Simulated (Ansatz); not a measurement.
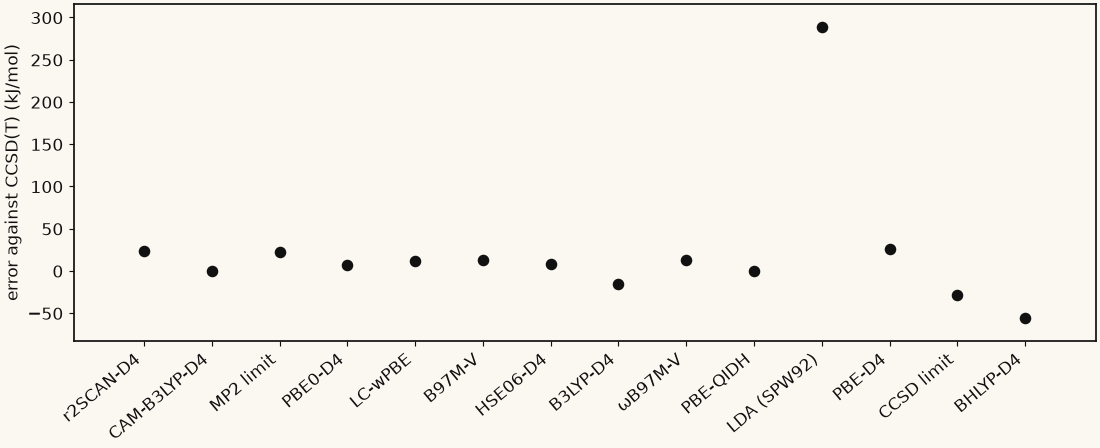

Error in the electronic atomisation energy (method less reference, so positive means overbinding) of CH₄SZn, SMILES C[S][ZnH], singlet: functionals in def2-TZVPP against frozen-core CCSD(T) at the limit (MP2 extrapolated from triple and quadruple zeta, plus CCSD(T) less MP2 in a smaller set), which gives 2037.7 kJ/mol, at a PBE0-D4/def2-TZVP geometry (a minimum by its frequencies), no zero-point or spin-orbit term, the Ansatz code. The reference leaves out core correlation, a term that grows with the number of heavy atoms. Choice of cores on heavy atoms: Zn/Cu 3s3p. PBE-QIDH holds a correlation term that converges slowly with the basis, so part of the distance to the limit is basis error. No dispersion term is added to LC-wPBE and PBE-QIDH. Limit means the basis limit.

### What range do the values span?

From −55.3 kJ/mol (BHLYP-D4) to 288.5 kJ/mol (LDA (SPW92)).

### Give the values.

| level | kJ/mol |
| --- | --- |
| r2SCAN-D4 | 23.7 |
| CAM-B3LYP-D4 | −0.6 |
| MP2 limit | 22.7 |
| PBE0-D4 | 7.1 |
| LC-wPBE | 11.7 |
| B97M-V | 12.8 |
| HSE06-D4 | 8.4 |
| B3LYP-D4 | −15.7 |
| ωB97M-V | 13.3 |
| PBE-QIDH | −0.1 |
| LDA (SPW92) | 288.5 |
| PBE-D4 | 25.4 |
| CCSD limit | −28.5 |
| BHLYP-D4 | −55.3 |

Caveats, for all or some of the runs: no scalar relativity up to krypton.
